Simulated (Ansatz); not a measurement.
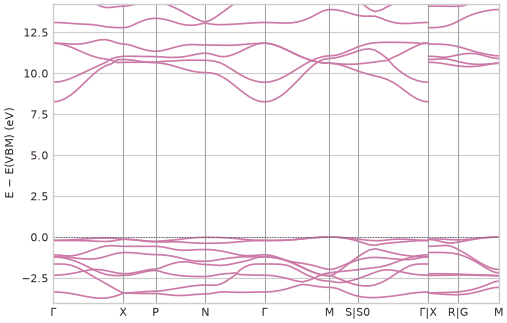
Fig. 1. Band structure from plane-wave PAW r²SCAN (Ansatz code)

### Question
Read off the gap and where the band edges lie.

### Answer
About 8.3 eV (8.25 eV by a search for the band edges); maximum at M, minimum at Γ.

The material is BPO4 in space group I-4 (No. 82; B on 2d, P on 2a, O on 8g).

The workflow started from a Materials Project entry (that database holds measured and hypothetical structures alike); the Crystallography Open Database files this formula in space group No. 82, but the cells were not matched. Its standing as an ambient phase is unchecked. The r²SCAN relaxation kept the symmetry of its start; its stability against distortions is not shown here.

Potentials: the earlier of the program's two PAW sets.
